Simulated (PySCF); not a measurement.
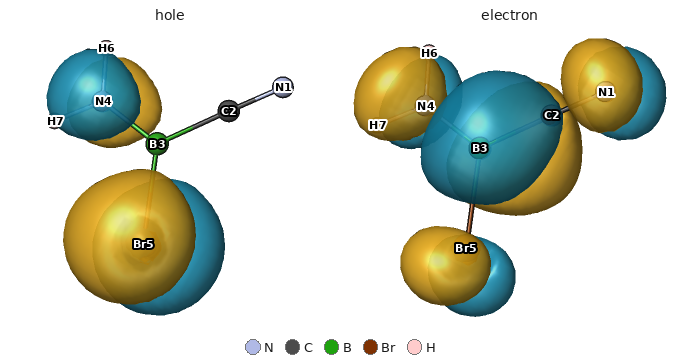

CH₂BBrN₂, SMILES `N#CB(N)Br`. Leading natural transition orbital pair of S₂ (full linear response singlet states); the surfaces enclose about 85 % of each orbital's density.

PySCF calculation, CAM-B3LYP/def2-SVPD, gas phase; geometry: GFN2-xTB. No frequency check shows the geometry to be a minimum. GFN2-xTB bond lengths at metals and heavier atoms can be off by up to 0.1 Å and shapes distorted, which carries into these values.

Geometry (Å), atoms numbered from 1:

```
N1      -2.7353    1.1157    0.0000
C2      -1.8237    0.4199    0.0000
B3      -0.5929   -0.4884    0.0000
N4      -0.7315   -1.8617    0.0000
Br5      1.1355    0.2850    0.0000
H6      -1.6194   -2.3356    0.0000
H7       0.0529   -2.4951    0.0000
```

Where does the state lie, and where do hole and electron sit?

Answer. 6.41 eV (194 nm), f = 0.129 (bright); the leading pair carries 97 %; hole on Br5 (72 %), N4 (18 %) and B3 (6 %), electron on B3 (35 %), N1 (16 %) and C2 (16 %); their centroids lie 1.5 Å apart. In canonical orbitals it is mainly HOMO → LUMO (95 %). The HOMO–LUMO gap is 9.46 eV.
